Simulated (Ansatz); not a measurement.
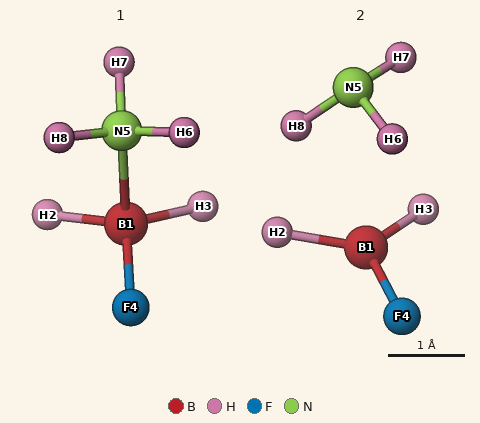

Two geometries of BNH5F, drawn at one scale. One is the start of a relaxation, the other its converged end. Style: ball-and-stick. Shown from a free direction.

Level of theory: Ansatz, RKS LDA/6-31G*. (no spin polarisation; force threshold 0.03 eV/Å; at most 50 steps)

Question: Which geometry has the lower energy?

Answer: Structure 1 is the relaxed one. The run prepares an end point of a later path (reaction) calculation, from a guessed geometry. The atom that moves furthest after the best rigid fit is N5 (0.72 Å). By element the largest moves are N 0.72 Å, H 0.70 Å, F 0.48 Å, B 0.38 Å. Some distances before and after: B1–N5 2.736 → 1.641 Å, B1–F4 1.323 → 1.385 Å, B1–H2 1.201 → 1.230 Å, B1–H3 1.210 → 1.230 Å. New bonds form, among them: B1–N5 (2.74 → 1.64 Å). Bond angles that change, for instance: H2–B1–H3 123.9° → 114.7°, H2–B1–F4 117.8° → 115.1°. The energy falls by 116.6 kJ/mol in 16 accepted moves (20 points after the start). The largest force component goes from 0.79 to 0.0097 eV/Å. The line search rejected the trial steps at points 9, 13, 17, 19 of the run. The forces were under the threshold at step 16, but the run went on from there. The run took 21 s on 1 thread of Arm Neoverse V1 (shared host), peak memory 0.12 GiB.
